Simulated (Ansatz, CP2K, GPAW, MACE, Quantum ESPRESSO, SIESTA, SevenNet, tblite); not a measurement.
# Liquid K2CO3 at 1100 K (108 atoms): atom by atom

The starting structure: 36 K+, 18 CO3 2- placed at random, at 1.93 g/cm³; overlaps pushed apart, then 10 ps at 1500 K with harmonic planar carbonate ions with charges +1 on C and -1 on O; Joung-Cheatham ions (J. Phys. Chem. B 112, 9020 (2008)); charges of ions scaled by 0.8. Snapshot after 20 ps at 1100 K and fixed volume. The starting density is a measured one. Then every atom was moved at random, 0.03 Å r.m.s. a Cartesian component.

Calculated values (GPAW 26.7.0, Kohn-Sham DFT, PBE, PAW, atomic orbitals (dzp); LCAO dzp; h 0.18 Å; other mixer settings; levels smeared at 580 K; Γ point; density 1.93 g/cm³) for the built cell with every atom moved at random.

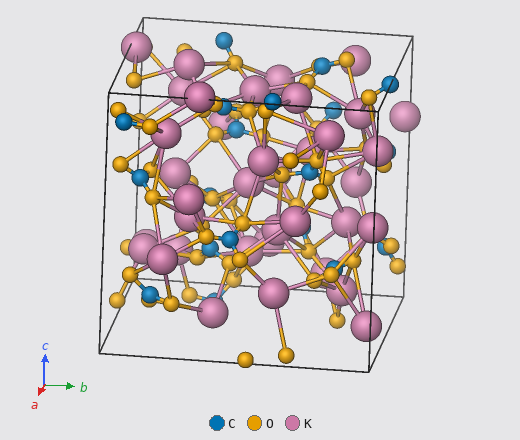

The structure (carbon blue, oxygen orange, potassium pink). Bonds to atoms that aren't drawn are left out. Some periodic images of atoms are drawn too.

Extended XYZ; positions in Å, forces in eV/Å:

```xyz
108
Lattice="12.892 0.000 0.000 0.000 12.892 0.000 0.000 0.000 12.892" Properties=species:S:1:pos:R:3:forces:R:3 pbc="T T T"
C 3.220 5.009 8.643 -1.656 4.926 2.024
O 2.069 4.851 9.196 -3.134 -1.415 -0.040
O 4.051 4.136 8.580 4.297 -4.649 -1.009
O 3.550 6.297 8.478 0.822 1.130 -0.978
C 11.738 7.703 12.680 3.381 -8.542 -1.753
O 11.717 8.784 0.197 -0.363 14.212 5.475
O 10.855 7.284 11.937 -3.973 -2.749 -3.437
O 12.797 6.978 0.159 0.841 -1.863 0.503
C 10.869 2.085 2.470 4.917 -2.071 7.734
O 11.416 3.178 2.266 5.675 4.687 0.219
O 9.858 1.937 1.942 -12.110 -3.295 -6.437
O 11.193 1.135 3.490 0.920 1.320 -1.475
C 10.160 1.332 8.003 1.174 1.925 -0.026
O 8.951 1.692 8.066 -3.644 0.082 -0.470
O 10.632 0.424 8.734 0.925 -3.579 1.662
O 10.981 2.064 7.315 1.913 0.871 -1.486
C 12.790 0.769 11.480 8.281 7.306 0.953
O 0.034 2.033 11.373 0.299 5.660 -2.560
O 11.767 0.353 11.737 -14.721 -7.834 2.273
O 0.979 0.225 11.738 6.653 -5.600 0.273
C 3.850 12.329 8.262 8.832 0.549 -1.036
O 3.302 11.274 8.195 -4.506 -8.902 -1.601
O 5.243 12.341 8.019 -1.022 0.631 -0.229
O 3.316 0.384 8.756 -3.521 7.644 3.078
C 3.240 12.332 3.383 -0.597 1.153 -2.544
O 2.811 0.002 2.342 -2.248 3.219 -6.034
O 2.510 11.430 3.765 -2.975 -5.720 4.197
O 4.331 12.729 3.773 5.988 0.969 3.487
C 8.202 4.947 11.200 -0.664 -4.078 -2.256
O 7.760 6.108 10.938 0.076 2.249 0.311
O 9.395 4.672 11.665 0.360 0.084 0.468
O 7.420 3.902 10.753 0.965 1.195 1.095
C 2.887 4.230 12.886 -3.172 3.883 6.785
O 3.005 3.038 0.254 0.880 -6.283 -0.045
O 2.328 5.043 0.970 -0.168 -0.896 0.456
O 3.290 4.839 11.944 2.889 2.209 -6.899
C 7.225 12.747 12.593 1.069 -1.390 3.451
O 7.905 11.836 12.078 4.714 -5.729 -0.235
O 6.620 0.446 11.739 -6.513 6.334 -5.188
O 7.122 0.084 0.965 -0.319 0.448 1.876
C 2.897 3.818 5.175 5.768 1.990 2.473
O 2.476 2.813 5.628 -4.346 -11.056 3.181
O 4.111 4.099 5.435 4.784 1.778 -0.871
O 2.161 4.673 4.799 -6.676 7.980 -5.474
C 6.803 4.387 3.763 0.691 -0.043 -0.656
O 7.343 5.414 3.258 1.738 4.121 -1.011
O 7.070 3.978 4.912 1.355 -1.128 4.926
O 6.054 3.700 3.050 -3.761 -3.106 -3.833
C 8.918 10.598 3.800 7.701 -7.353 -4.723
O 8.548 9.614 3.050 -1.189 -3.824 -1.547
O 8.082 11.381 4.020 -7.001 9.266 4.473
O 10.265 10.621 3.901 0.201 1.232 2.341
C 7.688 9.111 8.136 4.049 -4.932 2.348
O 6.871 9.841 7.644 -4.480 4.172 -3.186
O 8.584 9.554 8.987 1.603 1.234 1.490
O 7.750 7.799 7.914 -0.815 -0.342 -0.984
C 3.914 8.412 4.260 2.239 -0.758 4.087
O 4.513 8.825 3.277 4.481 2.313 -4.229
O 4.406 8.170 5.454 2.472 0.613 1.629
O 2.770 8.062 4.161 -9.847 -2.139 -1.795
C 4.429 9.139 12.435 3.597 1.539 -3.446
O 4.636 10.321 12.886 -0.481 2.670 2.076
O 3.266 8.864 12.069 -3.372 -2.465 -0.324
O 5.538 8.583 11.919 -1.076 -1.107 0.645
C 0.224 9.256 9.031 1.707 -4.173 0.594
O 12.505 10.225 8.637 -3.802 7.470 -3.490
O 1.027 8.601 8.323 2.898 -1.578 -3.534
O 12.813 8.785 10.146 -0.967 -1.971 4.827
C 11.354 5.860 5.618 -4.535 -0.749 3.696
O 11.966 6.445 4.827 7.543 10.489 -10.645
O 10.328 6.322 6.148 -4.840 2.250 3.260
O 11.794 4.771 5.814 1.892 -9.935 3.948
K 7.041 1.256 3.578 -0.021 -0.012 -0.434
K 0.269 0.578 1.788 0.402 -0.030 -0.269
K 5.889 2.959 12.485 0.334 -0.149 0.340
K 5.771 5.996 6.834 -0.803 -1.359 0.997
K 9.389 3.668 6.033 -0.262 0.212 0.060
K 5.230 6.073 11.215 0.354 0.123 -0.875
K 2.281 9.432 1.594 0.418 0.287 0.804
K 7.982 8.393 11.822 0.764 0.485 0.212
K 4.160 5.898 2.966 0.262 -0.562 0.115
K 9.950 7.147 9.187 -0.124 -0.616 0.513
K 1.750 6.814 6.252 0.323 -0.294 0.508
K 0.963 6.503 2.587 0.082 -0.864 0.312
K 5.477 10.707 5.127 -0.043 0.539 0.843
K 11.199 8.921 6.692 -0.444 -0.143 -0.263
K 5.547 11.150 10.550 -0.697 -0.753 0.078
K 1.963 6.825 10.849 -0.675 0.297 -0.054
K 12.856 4.004 7.898 0.502 -0.366 0.419
K 3.880 0.186 12.560 -0.513 -0.126 0.687
K 5.250 2.415 6.891 -0.241 -0.492 0.347
K 6.050 10.644 1.909 0.809 0.069 0.638
K 12.713 2.835 4.813 0.681 -0.668 -0.497
K 12.362 4.285 12.838 0.471 0.069 -0.154
K 7.663 12.324 9.388 1.240 0.955 -0.858
K 1.346 10.601 5.907 0.539 0.060 0.395
K 10.840 10.345 10.918 -0.700 0.298 -0.201
K 4.516 8.792 8.207 -0.644 -0.044 -0.055
K 9.608 12.306 1.289 0.356 -0.239 0.333
K 0.429 12.702 9.041 0.249 0.143 -0.696
K 9.440 12.420 6.119 0.297 -0.012 -0.301
K 10.565 2.526 10.403 -1.046 0.073 0.382
K 11.028 7.996 3.014 -0.902 0.833 -0.450
K 0.977 10.306 11.789 0.323 0.194 0.139
K 6.922 7.564 4.939 1.413 0.689 -1.069
K 3.531 2.450 2.613 0.199 0.291 1.153
K 9.438 4.937 1.387 -0.478 -0.304 0.225
K 2.870 2.384 10.285 -0.509 0.677 -0.039
```

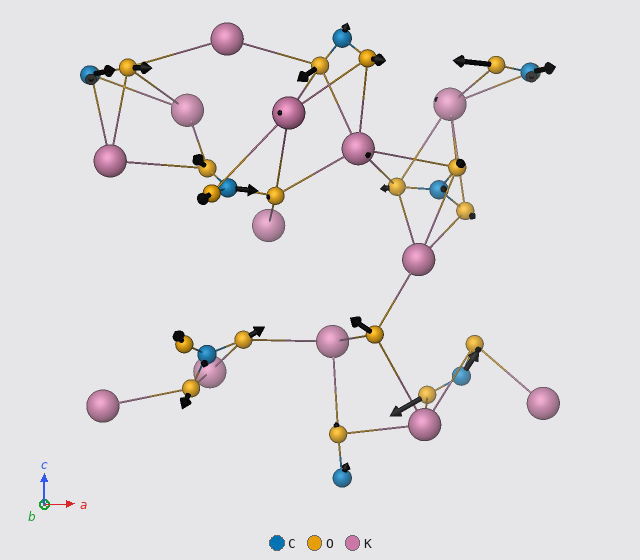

The forces as arrows, the longest 16.8 eV/Å. Drawn is a slice 4 Å thick, seen along the normal of the ac plane.

The network of bonds at the start is that of the classical potential that made the cell, and needn't be the one that DFT or experiment would give. Only the Γ point is sampled, in a cell whose shortest periodic width is 13 Å.

The r.m.s. force component is 3.49 eV/Å; the longest force, 16.8 eV/Å, acts on O19.

[Logs are printed without paths, hosts, clocks, repeated set-up lines and the standing remarks that a program may print on its own settings, such as how far it seeks lower states.]

[Hosts, paths, dates, database ids (printed as entryN), source tags and the programs' standing remarks are cut or masked in the printed files.]
